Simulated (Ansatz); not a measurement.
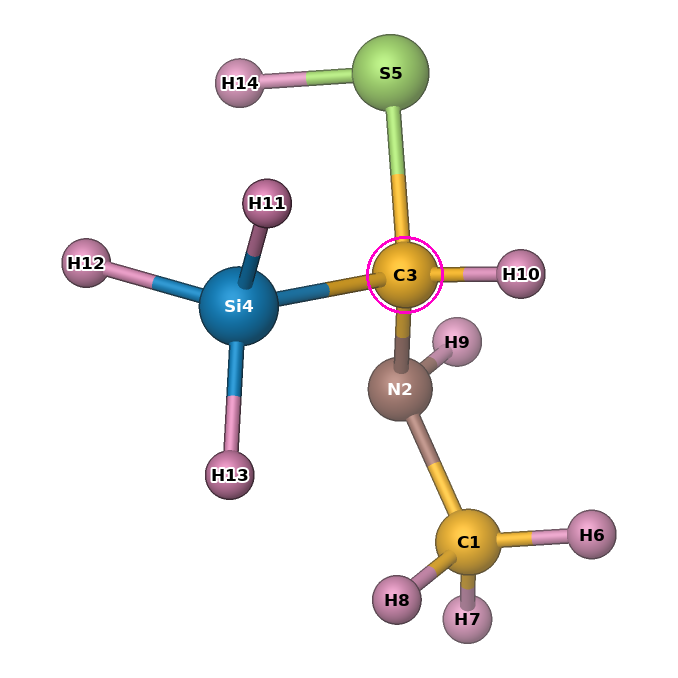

Depth is shown by fading: the farther an atom, the more it takes the colour of the background. Circles mark the stereogenic atoms. Computed geometry: PBE0-D4/def2-TZVP optimisation. No frequency run is at hand to confirm it as a minimum.

Give the R/S and E/Z labels.

C3: R (priorities S5 > Si4 > N2 > H10).

Write the isomeric SMILES.

CN[C@H]([SiH3])S
